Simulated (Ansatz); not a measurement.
Input file:

```
crystal:
  periodic: [false, false, false]
  atoms:
    - { symbol: C, position_ang: [-1.3133, -0.6414, 0.4135] }
    - { symbol: B, position_ang: [0.1277, -0.1695, 0.7207] }
    - { symbol: Si, position_ang: [1.2051, 0.6217, -0.679] }
    - { symbol: F, position_ang: [1.4674, -0.4578, -1.9469] }
    - { symbol: F, position_ang: [0.5184, 2.0323, -1.2377] }
    - { symbol: H, position_ang: [-1.9415, 0.3063, 0.0709] }
    - { symbol: H, position_ang: [-1.3375, -1.3575, -0.3997] }
    - { symbol: H, position_ang: [-1.7911, -1.0058, 1.3062] }
    - { symbol: H, position_ang: [0.5787, -0.3072, 1.8474] }
    - { symbol: H, position_ang: [0.90894, 0.68401, 0.54725] }
magnetization:
  spin_polarized: true
basis:
  gaussian: { orbitals: def2-SVP }
hamiltonian:
  xc: revpbe
  dispersion: d4
relax:
  f_tol: 0.02
  max_steps: 50
output:
  orbitals: {}
```

Command:

```sh
ansatz run input.yaml --threads 2 --pin off --max-ram 3072MiB --backend cpu --events-out ev --progress --plain --runs-dir out
```

The fields are those of the run's last geometry, not of the input's.

All numbers below come from UKS revPBE-D4/def2-SVP in Ansatz 0.2.0.

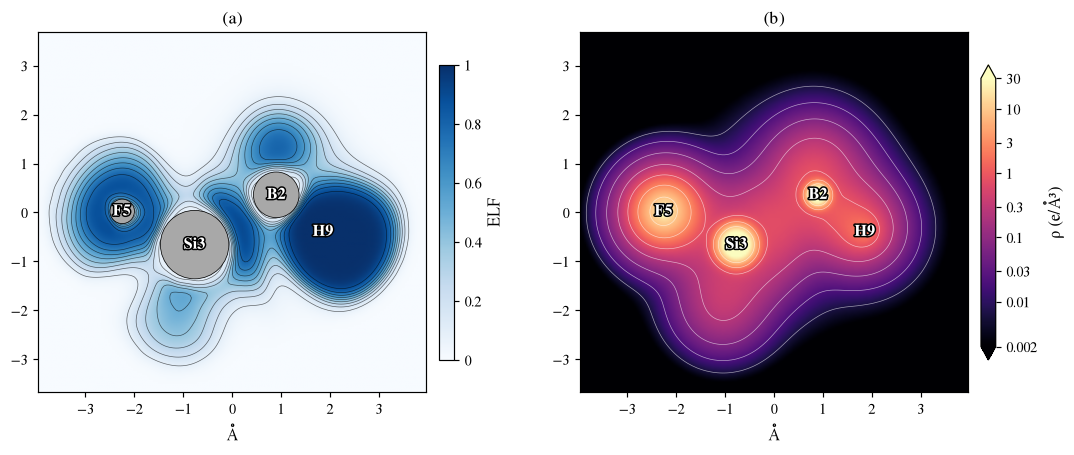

CH5BF2Si. (a) electron localisation function; (b) total electron density on the plane of atoms Si3, B2 and H9. Grey discs cover the atomic cores in the ELF map.

Q: Read the bonding off the picture.

A: Atoms in the plane: B, Si, F and H.
Si–F (1.64 Å): ρ at the midpoint is about 0.99 e/Å³; the ELF peaks at about 0.85 in the valence shell of F, 0.6 Å from its nucleus, and is about 0.50 at the midpoint.
Si–B (1.95 Å): ρ at the midpoint is about 0.71 e/Å³; the ELF peaks at about 0.90 between the atoms (localised, covalent bonding).
B–H (1.22 Å): ρ at the midpoint is about 1.1 e/Å³; the ELF climbs to about 1 towards the hydrogen, as it does in any bond to H; an ordinary covalent bond to hydrogen.
The ELF also peaks beside F5, away from the bonds: lone-pair regions.
